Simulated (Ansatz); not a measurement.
# TaO+ (quintet): from Hartree-Fock to the top rungs, def2-SVP

Aim: climb from Hartree-Fock through coupled cluster and multireference methods for TaO+ (quintet) at one geometry and basis, and see what each rung misses.

Computed with Ansatz 0.2.0, Gaussian basis. Level: def2-SVP, core rule «outside noble gas», up to 5 orbitals frozen.

The runs, in order: UHF; CCSD(T) on ROHF; CCSD(T) on UHF; CISD; CCSDT(Q) on ROHF; CCSDT(Q) on UHF; CASSCF and MRCISD+Q, 10 electrons in 10 orbitals; CASSCF and NEVPT2, 10 electrons in 10 orbitals.

10 further runs of the same task are left out: 2 for a known fault of the program, 3 that didn't finish, 5 set aside as unsound or not needed.

## 1. The system

The geometry is a PBE0/def2-TZVP stationary point (not a proven minimum) of the parent state, kept for this charge and spin. No spin-orbit coupling is included. Elements past krypton take def2 core potentials.

2 atoms, charge 1, spin multiplicity 5.

Atoms are counted from 1 here; the program's logs count them from 0.

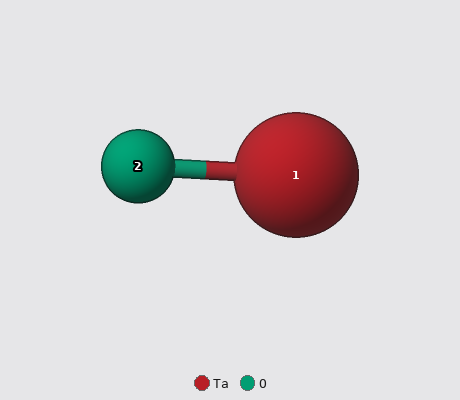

The geometry (tantalum red, oxygen teal); atoms are numbered from 1 in the order of the file.

In the tables R marks a restricted open-shell determinant and U an unrestricted one; 'valence' is the active space of 10 electrons in 10 orbitals; energies count from the table's Hartree-Fock row.

## 2. UHF

Input file in.yaml:

```yaml
crystal:
  periodic: [false, false, false]
  atoms:
    - {symbol: Ta, position_ang: [0.000000, 0.000000, 0.000000]}
    - {symbol: O, position_ang: [0.000000, 0.000000, 1.698600]}
basis:
  gaussian: {orbitals: def2-SVP}
total_charge: 1
magnetization: {spin_polarized: true, initial_magnetization: 4}
hamiltonian: {xc: hf}
output: {orbitals: {seedname: orbitals}}
```

Launch:

```console
> ansatz run in.yaml --threads 1 --pin off --events-out ev --progress --plain --max-ram 2393MiB
```

What it wrote:

```text
Functional definition: HF
  name "HF"
  cite "Fock, Z. Phys. 61, 126 (1930) doi:10.1007/BF01340294"
  parent pbe
  exchange = exact_x
  correlation = 0
443 factors; integrals over basis functions are off by at most 7.9e-4 eV
mean field evaluation 1: about -3554.6470 eV, gradient 3.3e1 eV
mean field evaluation 2: about -3554.7645 eV, gradient 3.2e1 eV
mean field evaluation 4: about -3559.2192 eV, gradient 2.8e0 eV
mean field evaluation 8: about -3559.3747 eV, gradient 2.4e-1 eV
mean field evaluation 16: about -3559.3975 eV, gradient 8.7e-1 eV
mean field evaluation 32: about -3559.6375 eV, gradient 2.7e-5 eV
mean field evaluation 64: about -3559.3037 eV, gradient 1.3e0 eV
mean field evaluation 96: about -3559.5028 eV, gradient 6.8e-1 eV
mean field evaluation 128: about -3558.6130 eV, gradient 1.1e0 eV
mean field evaluation 160: about -3558.1110 eV, gradient 4.5e0 eV
mean field evaluation 192: about -3558.4071 eV, gradient 8.9e-2 eV
mean field evaluation 224: about -3553.3306 eV, gradient 3.4e1 eV
mean field evaluation 256: about -3558.4428 eV, gradient 3.0e-1 eV
mean field evaluation 288: about -3558.8902 eV, gradient 7.6e-1 eV
mean field evaluation 320: about -3533.2893 eV, gradient 4.3e1 eV
mean field -3559.63748642 eV, -130.8142648170 hartree, gradient 5.1e-6 eV, S^2 6.006531; 5 other end points of the search recorded, 0 dependent functions left out
reference -3559.63748642 eV, -130.8142648170 hartree; 12, 8 occupied and 34, 38 virtual orbitals, 443 factors
Total energy: -3559.63748642 eV, -130.8142648170 hartree
```

Run time: 0.69 s. Hardware: 1 thread of AMD EPYC 9R45, shared host.

From the report: ⟨S²⟩ of the determinant 6.007 (pure quintet: 6.00).

## 3. CCSD(T) on ROHF

Input file in.yaml:

```yaml
crystal:
  periodic: [false, false, false]
  atoms:
    - {symbol: Ta, position_ang: [0.000000, 0.000000, 0.000000]}
    - {symbol: O, position_ang: [0.000000, 0.000000, 1.698600]}
basis:
  gaussian: {orbitals: def2-SVP}
total_charge: 1
magnetization: {spin_polarized: false, initial_magnetization: 4}
correlation: {method: ccsd_t, electrons: outside_noble_gas}
```

Same command.

What it wrote (excerpt; [...] marks lines left out):

```text
Functional definition: HF
  name "HF"
  cite "Fock, Z. Phys. 61, 126 (1930) doi:10.1007/BF01340294"
  parent pbe
[...]
443 factors; integrals over basis functions are off by at most 7.9e-4 eV
[...]
mean field -3559.46277111 eV, -130.8078441479 hartree, gradient 2.1e-6 eV, S^2 6.000000; 33 other end points of the search recorded, 0 dependent functions left out
[...]
determinant -3559.46277111 eV, -130.8078441479 hartree, with singles and doubles -3565.15131153 eV, -131.0168941524 hartree
determinant -3559.17660179 eV, -130.7973276193 hartree, with singles and doubles -3564.96722927 eV, -131.0101292541 hartree
determinant -3558.62000325 eV, -130.7768730001 hartree, with singles and doubles -3564.20104849 eV, -130.9819726299 hartree
determinant -3558.60229299 eV, -130.7762221603 hartree, with singles and doubles -3564.19379042 eV, -130.9817059005 hartree
[...]
determinant -3556.31015579 eV, -130.6919876715 hartree, with singles and doubles -3561.75529541 eV, -130.8920928620 hartree
determinant -3556.29326900 eV, -130.6913670937 hartree, with singles and doubles -3561.73846833 eV, -130.8914744779 hartree
determinant -3559.46277111 eV, -130.8078441479 hartree, with singles and doubles -3565.15803795 eV, -131.0171413436 hartree
determinant -3559.17660179 eV, -130.7973276193 hartree, with singles and doubles -3564.97467612 eV, -131.0104029207 hartree
[...]
5 core orbitals not correlated: weight in the atoms' cores, before any rotation towards them, 0.938 or more for the frozen orbitals, at most 0.054 for the correlated occupied ones
reference -3559.46277111 eV, -130.8078441479 hartree; 7, 3 occupied and 34, 38 virtual orbitals, 443 factors
second order -5.25694481 eV of doubles, -0.06160228 eV of singles
cycle   1  -5.69526522 eV  change    1.6e-6 eV  update   2.7e-6
perturbative correction -0.18915183 eV, -0.0069512015 hartree
Total energy: -3565.34718816 eV, -131.0240924858 hartree
```

It took 6.5 s on 1 thread of AMD EPYC 9R45, shared host.

From the report: correlation -5.8844 eV; T1 0.024; largest double amplitude 0.06.

## 4. CCSD(T) on UHF

Edit in.yaml of step 3 so:

```diff
@@ -8,3 +8,3 @@
 total_charge: 1
-magnetization: {spin_polarized: false, initial_magnetization: 4}
+magnetization: {spin_polarized: true, initial_magnetization: 4}
 correlation: {method: ccsd_t, electrons: outside_noble_gas}
```

Launched as before.

What it wrote (excerpt; [...] marks lines left out):

```text
Functional definition: HF
  name "HF"
  cite "Fock, Z. Phys. 61, 126 (1930) doi:10.1007/BF01340294"
  parent pbe
[...]
443 factors; integrals over basis functions are off by at most 7.9e-4 eV
[...]
mean field -3559.63748642 eV, -130.8142648170 hartree, gradient 9.9e-7 eV, S^2 6.006531; 37 other end points of the search recorded, 0 dependent functions left out
determinant -3559.63748642 eV, -130.8142648170 hartree, with singles and doubles -3565.23683266 eV, -131.0200369958 hartree
determinant -3559.37660375 eV, -130.8046775556 hartree, with singles and doubles -3565.06142706 eV, -131.0135909591 hartree
determinant -3558.81208557 eV, -130.7839318952 hartree, with singles and doubles -3564.29103388 eV, -130.9852795320 hartree
determinant -3558.79747503 eV, -130.7833949679 hartree, with singles and doubles -3564.28435496 eV, -130.9850340860 hartree
[...]
determinant -3556.48247283 eV, -130.6983202061 hartree, with singles and doubles -3561.83307402 eV, -130.8949511732 hartree
determinant -3556.46453463 eV, -130.6976609893 hartree, with singles and doubles -3561.81531697 eV, -130.8942986135 hartree
determinant -3559.63748642 eV, -130.8142648170 hartree, with singles and doubles -3565.24300870 eV, -131.0202639612 hartree
determinant -3559.37660375 eV, -130.8046775556 hartree, with singles and doubles -3565.06828226 eV, -131.0138428831 hartree
5 core orbitals not correlated: weight in the atoms' cores, before any rotation towards them, 0.937 or more for the frozen orbitals, at most 0.055 for the correlated occupied ones
reference -3559.63748642 eV, -130.8142648170 hartree; 7, 3 occupied and 34, 38 virtual orbitals, 443 factors
second order -5.22195845 eV of doubles, -0.00000000 eV of singles
cycle   1  -5.60552242 eV  change   -1.4e-7 eV  update   4.8e-6
perturbative correction -0.18748800 eV, -0.0068900570 hartree
Total energy: -3565.43049684 eV, -131.0271540232 hartree
```

It took 7.5 s on 1 thread of AMD EPYC 9R45, shared host.

From the report: ⟨S²⟩ of the determinant 6.007 (pure quintet: 6.00); correlation -5.7930 eV; T1 0.023; largest double amplitude 0.06.

## 5. CISD

Input file in.yaml:

```yaml
crystal:
  periodic: [false, false, false]
  atoms:
    - {symbol: Ta, position_ang: [0.000000, 0.000000, 0.000000]}
    - {symbol: O, position_ang: [0.000000, 0.000000, 1.698600]}
basis:
  gaussian: {orbitals: def2-SVP}
total_charge: 1
magnetization: {spin_polarized: false, initial_magnetization: 4}
correlation: {active_space: {ras: {orbitals: [3, 4, 34], electrons: 10, max_holes: 2, max_particles: 2}, fixed_orbitals: true}}
```

The command is unchanged.

What it wrote (excerpt; [...] marks lines left out):

```text
Functional definition: HF
  name "HF"
  cite "Fock, Z. Phys. 61, 126 (1930) doi:10.1007/BF01340294"
  parent pbe
[...]
443 factors; integrals over basis functions are off by at most 7.9e-4 eV
[...]
mean field -3559.46277111 eV, -130.8078441479 hartree, gradient 2.1e-6 eV, S^2 6.000000; 22 other end points of the search recorded, 0 dependent functions left out
reference -3559.46277111 eV, -130.8078441479 hartree; 12, 8 occupied and 34, 38 virtual orbitals, 443 factors
state -3564.85688816 eV, -131.0060742931 hartree
Total energy: -3564.85688816 eV, -131.0060742931 hartree
```

Run time: 8 s. Hardware: 1 thread of AMD EPYC 9R45, shared host.

From the report: 70,862 determinants.

## 6. CCSDT(Q) on ROHF

Edit in.yaml of step 5 so:

```diff
@@ -9,2 +9,2 @@
 magnetization: {spin_polarized: false, initial_magnetization: 4}
-correlation: {active_space: {ras: {orbitals: [3, 4, 34], electrons: 10, max_holes: 2, max_particles: 2}, fixed_orbitals: true}}
+correlation: {method: ccsdt_q, electrons: outside_noble_gas}
```

Same command.

What it wrote (excerpt; [...] marks lines left out):

```text
Functional definition: HF
  name "HF"
  cite "Fock, Z. Phys. 61, 126 (1930) doi:10.1007/BF01340294"
  parent pbe
[...]
810 factors; integrals over basis functions are off by at most 1.3e-7 eV
[...]
mean field -3559.46290312 eV, -130.8078489989 hartree, gradient 2.2e-6 eV, S^2 6.000000; 34 other end points of the search recorded, 0 dependent functions left out
[...]
determinant -3559.46290312 eV, -130.8078489989 hartree, with singles and doubles -3565.15144658 eV, -131.0168991155 hartree
determinant -3559.17672579 eV, -130.7973321762 hartree, with singles and doubles -3564.96736138 eV, -131.0101341091 hartree
determinant -3558.62015166 eV, -130.7768784543 hartree, with singles and doubles -3564.20120200 eV, -130.9819782712 hartree
determinant -3558.60244248 eV, -130.7762276537 hartree, with singles and doubles -3564.19394433 eV, -130.9817115568 hartree
[...]
determinant -3556.29342205 eV, -130.6913727182 hartree, with singles and doubles -3561.73863105 eV, -130.8914804579 hartree
determinant -3559.46290312 eV, -130.8078489989 hartree, with singles and doubles -3565.15817345 eV, -131.0171463234 hartree
determinant -3559.17672579 eV, -130.7973321762 hartree, with singles and doubles -3564.97480860 eV, -131.0104077893 hartree
[...]
5 core orbitals not correlated: weight in the atoms' cores, before any rotation towards them, 0.938 or more for the frozen orbitals, at most 0.054 for the correlated occupied ones
reference -3559.46290312 eV, -130.8078489989 hartree; 7, 3 occupied and 34, 38 virtual orbitals, 810 factors
second order -5.25696310 eV of doubles, -0.06160205 eV of singles
cycle   1  -5.41443246 eV  change   -9.5e-2 eV  update   1.0e-1
[...]
cycle  35  -5.90465703 eV  change   -4.8e-7 eV  update   4.4e-7
perturbative correction -0.00510387 eV, -0.0001875639 hartree
Total energy: -3565.37266402 eV, -131.0250287064 hartree
```

It took 28 s on 1 thread of AMD EPYC 9R45, shared host; peak memory 0.47 GiB.

From the report: correlation -5.9098 eV; T1 0.024; largest double amplitude 0.07.

## 7. CCSDT(Q) on UHF

Edit in.yaml of step 6 so:

```diff
@@ -8,3 +8,3 @@
 total_charge: 1
-magnetization: {spin_polarized: false, initial_magnetization: 4}
+magnetization: {spin_polarized: true, initial_magnetization: 4}
 correlation: {method: ccsdt_q, electrons: outside_noble_gas}
```

Launched as before.

What it wrote (excerpt; [...] marks lines left out):

```text
Functional definition: HF
  name "HF"
  cite "Fock, Z. Phys. 61, 126 (1930) doi:10.1007/BF01340294"
  parent pbe
[...]
810 factors; integrals over basis functions are off by at most 1.3e-7 eV
[...]
mean field -3559.63761766 eV, -130.8142696401 hartree, gradient 1.1e-6 eV, S^2 6.006531; 37 other end points of the search recorded, 0 dependent functions left out
determinant -3559.63761766 eV, -130.8142696401 hartree, with singles and doubles -3565.23696737 eV, -131.0200419466 hartree
determinant -3559.37672762 eV, -130.8046821077 hartree, with singles and doubles -3565.06155887 eV, -131.0135958031 hartree
determinant -3558.81223265 eV, -130.7839373003 hartree, with singles and doubles -3564.29118693 eV, -130.9852851565 hartree
determinant -3558.79762308 eV, -130.7834004084 hartree, with singles and doubles -3564.28450851 eV, -130.9850397290 hartree
[...]
determinant -3556.46468740 eV, -130.6976666037 hartree, with singles and doubles -3561.81547943 eV, -130.8943045839 hartree
determinant -3559.63761766 eV, -130.8142696401 hartree, with singles and doubles -3565.24314346 eV, -131.0202689135 hartree
determinant -3559.37672762 eV, -130.8046821077 hartree, with singles and doubles -3565.06841403 eV, -131.0138477255 hartree
5 core orbitals not correlated: weight in the atoms' cores, before any rotation towards them, 0.937 or more for the frozen orbitals, at most 0.055 for the correlated occupied ones
reference -3559.63761766 eV, -130.8142696401 hartree; 7, 3 occupied and 34, 38 virtual orbitals, 810 factors
second order -5.22197671 eV of doubles, -0.00000000 eV of singles
cycle   1  -5.32203061 eV  change   -1.0e-1 eV  update   1.0e-1
[...]
cycle  35  -5.81310526 eV  change   -1.8e-7 eV  update   3.7e-7
perturbative correction -0.01219994 eV, -0.0004483396 hartree
Total energy: -3565.46292287 eV, -131.0283456577 hartree
```

It took 27 s on 1 thread of AMD EPYC 9R45, shared host; peak memory 0.39 GiB.

From the report: ⟨S²⟩ of the determinant 6.007 (pure quintet: 6.00); correlation -5.8253 eV; T1 0.023; largest double amplitude 0.07.

## 8. CASSCF and MRCISD+Q, 10 electrons in 10 orbitals

Input file in.yaml:

```yaml
crystal:
  periodic: [false, false, false]
  atoms:
    - {symbol: Ta, position_ang: [0.000000, 0.000000, 0.000000]}
    - {symbol: O, position_ang: [0.000000, 0.000000, 1.698600]}
basis:
  gaussian: {orbitals: def2-SVP}
total_charge: 1
magnetization: {spin_polarized: false, initial_magnetization: 4}
correlation: {method: fic_mrcisd_q, electrons: outside_noble_gas, active_space: {window: {electrons: 10, orbitals: 10}, shells: [{species: O, l: s, shell: 2}, {species: O, l: p, shell: 2}, {species: Ta, l: s, shell: 6}, {species: Ta, l: d, shell: 5}]}}
```

Launched as before.

What it wrote (excerpt; [...] marks lines left out):

```text
Functional definition: HF
  name "HF"
  cite "Fock, Z. Phys. 61, 126 (1930) doi:10.1007/BF01340294"
  parent pbe
[...]
810 factors; integrals over basis functions are off by at most 1.3e-7 eV
[...]
mean field -3559.46290312 eV, -130.8078489989 hartree, gradient 2.2e-6 eV, S^2 6.000000; 22 other end points of the search recorded, 0 dependent functions left out
reference -3559.46290312 eV, -130.8078489989 hartree; 12, 8 occupied and 34, 38 virtual orbitals, 810 factors
state -3561.61029477 eV, -130.8867641868 hartree
contracted CI cycle   1: correlation 0.00000000 eV, 0.0000000000 hartree, residual 2.01e1 eV
contracted CI cycle   2: correlation -3.43512002 eV, -0.1262383324 hartree, residual 3.61e0 eV
contracted CI cycle   3: correlation -3.56478607 eV, -0.1310034719 hartree, residual 8.59e-1 eV
contracted CI cycle   4: correlation -3.57496106 eV, -0.1313773956 hartree, residual 3.05e-1 eV
contracted CI cycle   5: correlation -3.57649101 eV, -0.1314336203 hartree, residual 1.42e-1 eV
contracted CI cycle   6: correlation -3.57689505 eV, -0.1314484685 hartree, residual 8.49e-2 eV
contracted CI cycle   7: correlation -3.57700667 eV, -0.1314525705 hartree, residual 3.80e-2 eV
contracted CI cycle   8: correlation -3.57702795 eV, -0.1314533527 hartree, residual 1.38e-2 eV
contracted CI cycle   9: correlation -3.57703061 eV, -0.1314534505 hartree, residual 4.81e-3 eV
contracted CI cycle  10: correlation -3.57703094 eV, -0.1314534624 hartree, residual 1.76e-3 eV
contracted CI cycle  11: correlation -3.57703099 eV, -0.1314534642 hartree, residual 7.46e-4 eV
state -3561.61029477 eV, -130.8867641868 hartree; corrected -3565.34007227 eV, -131.0238309815 hartree
Total energy: -3565.34007227 eV, -131.0238309815 hartree
Checks for a lower state left out: starts, orbital_swaps
```

It took 5.5 s on 1 thread of AMD EPYC 9R45, shared host; peak memory 0.57 GiB.

From the report: 3,584 determinants; active occupations 2.00, 1.97, 1.97, 1.00, 1.00, 1.00, 0.99, 0.03, 0.03, 0.01.

## 9. CASSCF and NEVPT2, 10 electrons in 10 orbitals

Input file in.yaml:

```yaml
crystal:
  periodic: [false, false, false]
  atoms:
    - {symbol: Ta, position_ang: [0.000000, 0.000000, 0.000000]}
    - {symbol: O, position_ang: [0.000000, 0.000000, 1.698600]}
basis:
  gaussian: {orbitals: def2-SVP}
total_charge: 1
magnetization: {spin_polarized: false, initial_magnetization: 4}
correlation: {method: sc_nevpt2, electrons: outside_noble_gas, active_space: {window: {electrons: 10, orbitals: 10}, shells: [{species: O, l: s, shell: 2}, {species: O, l: p, shell: 2}, {species: Ta, l: s, shell: 6}, {species: Ta, l: d, shell: 5}]}}
```

The command is unchanged.

What it wrote (excerpt; [...] marks lines left out):

```text
Functional definition: HF
  name "HF"
  cite "Fock, Z. Phys. 61, 126 (1930) doi:10.1007/BF01340294"
  parent pbe
[...]
810 factors; integrals over basis functions are off by at most 1.3e-7 eV
[...]
mean field -3559.46290312 eV, -130.8078489989 hartree, gradient 2.2e-6 eV, S^2 6.000000; 22 other end points of the search recorded, 0 dependent functions left out
reference -3559.46290312 eV, -130.8078489989 hartree; 12, 8 occupied and 34, 38 virtual orbitals, 810 factors
state -3561.61029477 eV, -130.8867641868 hartree
state -3561.61029477 eV, -130.8867641868 hartree; corrected -3564.60713842 eV, -130.9968961593 hartree
Total energy: -3564.60713842 eV, -130.9968961593 hartree
Checks for a lower state left out: starts, orbital_swaps
```

Wall time 3.1 s (1 thread of AMD EPYC 9R45, shared host).

From the report: 3,584 determinants; active occupations 2.00, 1.97, 1.97, 1.00, 1.00, 1.00, 0.99, 0.03, 0.03, 0.01.

## 10. Natural occupations

Natural occupations of the CASSCF valence state about the gap (report; correlated orbitals 1 to 10): 1.996, 1.974, 1.970, 1.000, 1.000, 1.000, 0.991, 0.030, 0.025, 0.013. The count of effectively unpaired electrons, Σ n²(2 − n)², is 4.01; a single determinant of this spin has 4.

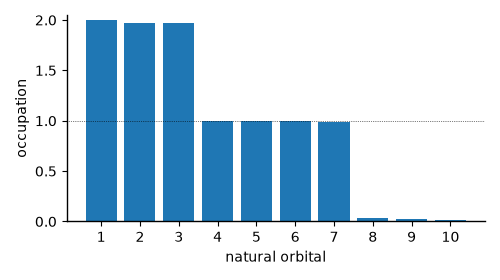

Natural occupations of the CASSCF valence state.

## 11. The ladder

No level here is safe as a reference; RCCSDT(Q) serves as a yardstick only. Rows without a time come out of other runs: HF, MP2 and CCSD of CCSD(T), CCSDT of CCSDT(Q), CASSCF and MRCISD of the multireference runs.

Differences are taken before rounding.

```
          method  energy from the lowest RHF (kcal/mol)  from RCCSDT(Q) (kcal/mol)   time
             RHF                                   0.00                    +136.29       
             UHF                                  -4.03                    +132.26       
            RMP2                                -122.65                     +13.64       
            UMP2                                -124.45                     +11.84       
           RCCSD                                -131.34                      +4.95       
           UCCSD                                -133.30                      +2.99       
        RCCSD(T)                                -135.70                      +0.59  6.5 s
        UCCSD(T)                                -137.62                      -1.33  7.5 s
          RCCSDT                                -136.17                      +0.12       
          UCCSDT                                -138.09                      -1.80       
       RCCSDT(Q)                                -136.29                          0   28 s
       UCCSDT(Q)                                -138.37                      -2.08   27 s
  CASSCF valence                                 -49.52                     +86.76       
  NEVPT2 valence                                -118.63                     +17.65  3.1 s
  MRCISD valence                                -132.01                      +4.27       
MRCISD+Q valence                                -135.53                      +0.75  5.5 s
```

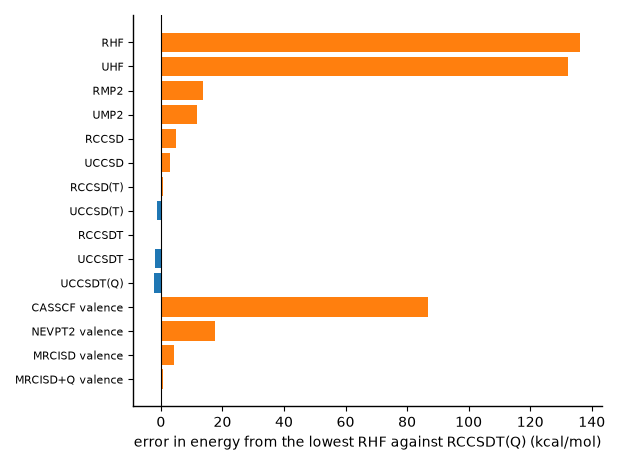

Error of each method against RCCSDT(Q).

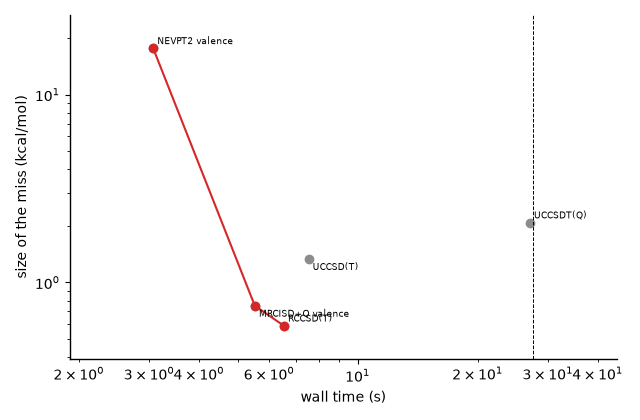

Miss against cost. Red marks the levels that no quicker level drawn beats (of those quicker than the yardstick), and the dashed line is the time of RCCSDT(Q). Times are from a shared host.

Not comparable, so not listed: CISD (they don't share determinant, frozen orbitals or solution with the rows shown, or repeat one).

## 12. Outcome

| quantity | value |
| --- | --- |
| RCCSDT(Q) below the RHF energy | -5.9099 eV |
| RMP2 from RCCSDT(Q) | +13.64 kcal/mol |
| UMP2 from RCCSDT(Q) | +11.84 kcal/mol |
| RCCSD from RCCSDT(Q) | +4.95 kcal/mol |
| RCCSD(T) from RCCSDT(Q) | +0.59 kcal/mol |
| UCCSD(T) from RCCSDT(Q) | -1.33 kcal/mol |
| UCCSDT(Q) from RCCSDT(Q) | -2.08 kcal/mol |
| NEVPT2 valence from RCCSDT(Q) | +17.65 kcal/mol |
| MRCISD+Q valence from RCCSDT(Q) | +0.75 kcal/mol |
| T1 diagnostic | 0.024 |
| effectively unpaired electrons | 4.01 |

What this shows: RCCSD(T) misses by +0.59 kcal/mol, 0.4 % of the correlation energy. CCSD(T) misses by +0.59 kcal/mol on the restricted determinant and by -1.33 kcal/mol on the unrestricted one; the two need not hold the same state or core. One determinant dominates.
